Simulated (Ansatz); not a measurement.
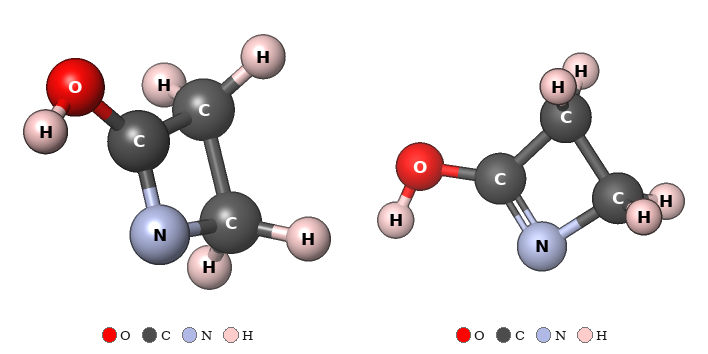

Two views of one molecule.

Description:

It has 10 atoms: 3 carbon, 5 hydrogen, 1 nitrogen and 1 oxygen (C₃H₅NO). SMILES: `OC1=NCC1`. Independent rings (smallest set): 1 of 4 members. Among its groups: imine. The point group is Cs. Coordination, clear cases only: 1 O bent; 1 C trigonal planar; 1 N bent.

The parts below concern this one geometry. Atoms keep their numbers from picture to picture. The geometry was computed by an optimisation with PBE0-D4/def2-TZVP.

### Vibrations

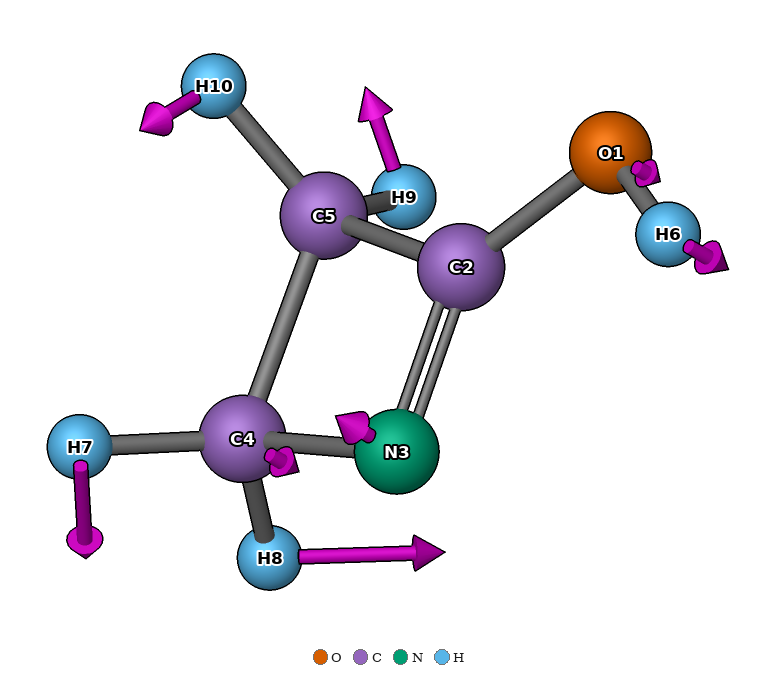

The arrows show one normal mode. Harmonic vibrations computed with RKS PBE0-D4/def2-TZVP (Ansatz 0.2.0) at a stationary point of the same level.

What kind of motion is it?

Answer. A torsion or out-of-plane motion in which bond lengths and bond angles hardly change.

At what wavenumber does it lie?

Answer. 246 cm⁻¹; it is mode 1 of 24 counted from the lowest.

### Dipole moment

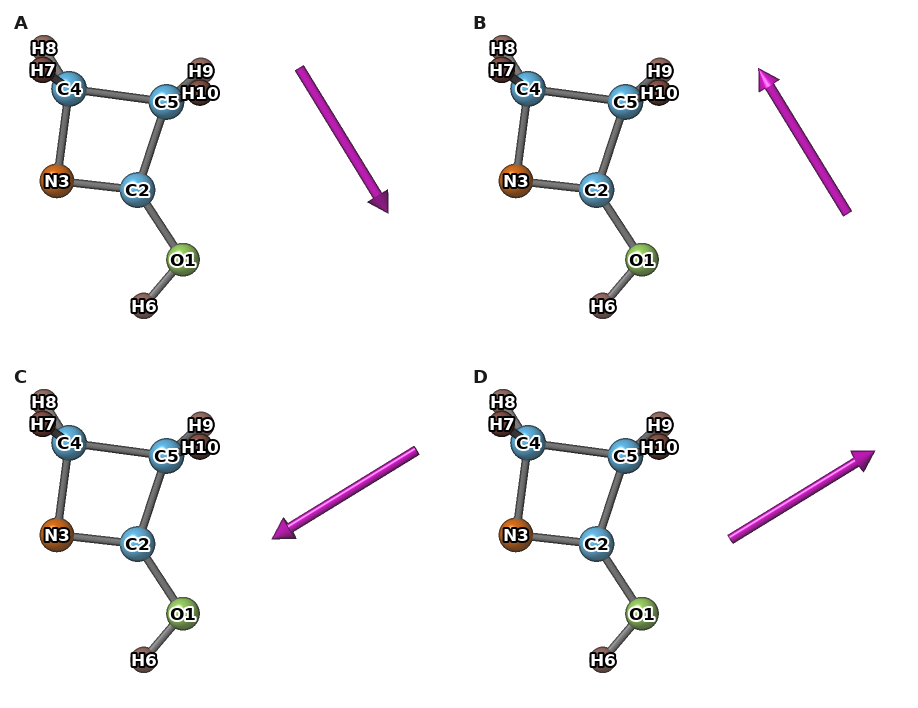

The same molecule four times, each with an arrow. Properties computed with RKS PBE0-D4/def2-TZVP (Ansatz 0.2.0).

Which arrow points along the dipole moment, from the negative to the positive end?

Answer. D. The dipole moment is 1.23 D; it points from the side of N3, H6 to the side of H9, H10 (the outermost atoms at the two ends).

### Charges

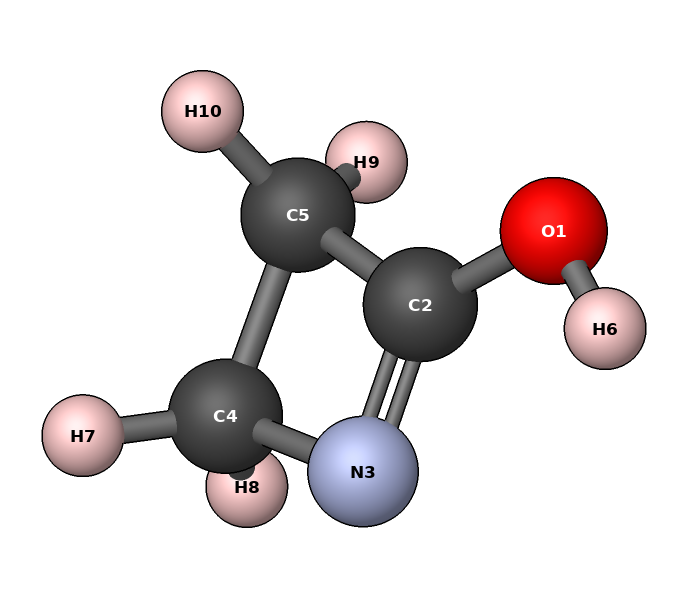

The questions are on Mulliken charges. Level of theory: RKS PBE-D4/def2-TZVPP (Ansatz 0.2.0).

List the Mulliken charges.

```json
{"atom": "O1", "value (e)": "−0.23"}
{"atom": "C2", "value (e)": "0.10"}
{"atom": "N3", "value (e)": "−0.21"}
{"atom": "C4", "value (e)": "−0.01"}
{"atom": "C5", "value (e)": "−0.13"}
{"atom": "H6", "value (e)": "0.21"}
{"atom": "H7", "value (e)": "0.06"}
{"atom": "H8", "value (e)": "0.06"}
{"atom": "H9", "value (e)": "0.08"}
{"atom": "H10", "value (e)": "0.08"}
```

Mulliken values depend strongly on the basis set and can even reverse the polarity of a bond.
